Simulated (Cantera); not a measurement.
Input: 1 mol TEOS, 1.7 mol O2, equilibrated at 10.5 Torr.

Method: chemical equilibrium by Gibbs-energy minimisation in Cantera with the NASA 1993 tables (ideal gas, pure condensed phases). Candidate condensed phases: C, C6H6, C7H8, C8H18, H2O, Si, SiC, SiO2; 123 gas species. The feed counts by its element totals alone. Mutual solubility and eutectic melting of coexisting phases are not modelled. The tables hold silica as quartz up to 1696 K and as liquid above; real silica turns to tridymite and cristobalite and melts near 1996 K. The numbers say what is thermodynamically allowed, not how fast it happens.

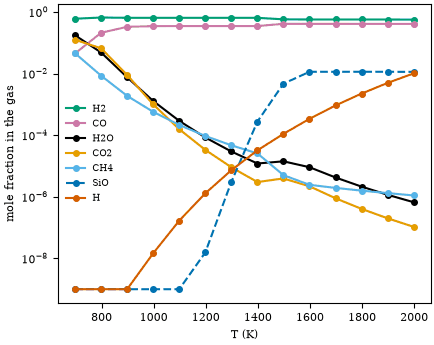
Figure. Equilibrium gas composition (values under 1e-9 drawn at 1e-9)

From 698 K to 798 K the condensed part is C(graphite) + SiO2(α-quartz). From 898 K to 1398 K the condensed part is C(graphite) + SiO2(β-quartz). At 1498 K the condensed part is SiC(s) + SiO2(β-quartz). From 1598 K to 1998 K the condensed part is SiC(s).
